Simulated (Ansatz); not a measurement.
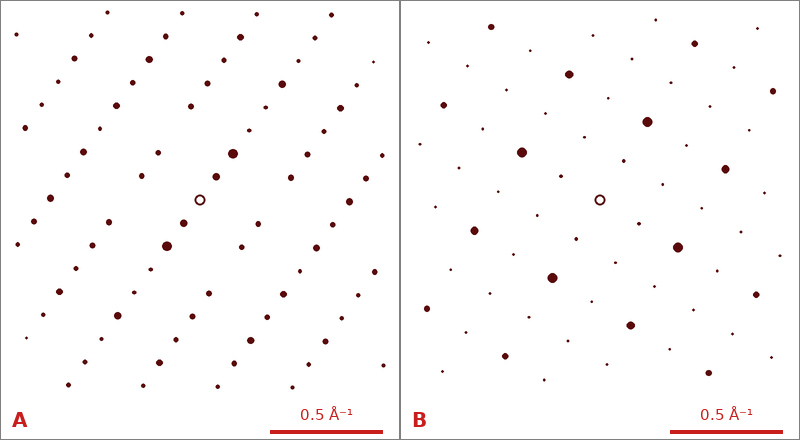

Kinematic electron diffraction patterns (120 kV, B = 0.5 Å², same scale, each along a low-index zone) of two structures of composition Ca3Ni, each relaxed at zero pressure with DFT PBE, scalar-relativistic, plane waves, PAW in Ansatz 0.2.0. The runs are not spin-polarised.

The structures (standard cells):
1. Pm-3m (No. 221), a = 4.864 Å, 4 atoms; generated start, possibly hypothetical
2. P6_3/mmc (No. 194), a = 9.042 Å, c = 3.951 Å (hexagonal axes), 8 atoms; generated start, possibly hypothetical

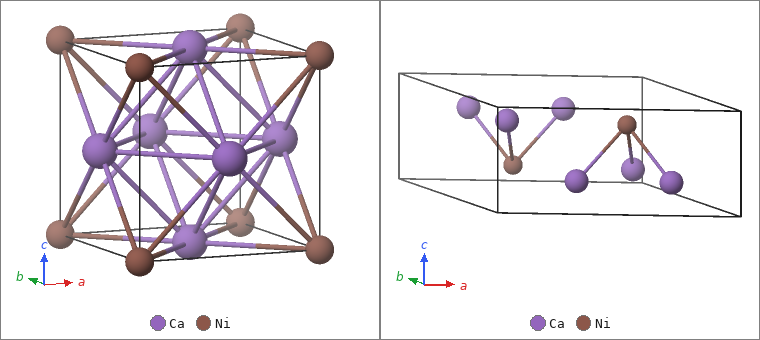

Drawings of the structures 1 to 2, from left to right (each may span several cells).

> Which pattern belongs to which structure, and along which zone?

A is structure 2 along [101] or an equivalent direction: centred rectangular net of 0 1 0 at d = 7.83 Å and 1 0 -1 at d = 3.53 Å, 77.0° apart (some points of this net are extinct or too weak to see). B is structure 1 along [001] or an equivalent direction: square net of 1 0 0 (weak) at d = 4.86 Å and 0 1 0 (weak) at d = 4.86 Å, 90.0° apart.

> Which structure lies lowest at this level of theory, and by how much?

Structure 2 (P6_3/mmc, 34.97 Å³ an atom) is the lowest of these; structure 1 (Pm-3m, 28.77 Å³ an atom) lies about 68 meV an atom higher. These are static energies at 0 K; other structures, not shown, may lie lower still.
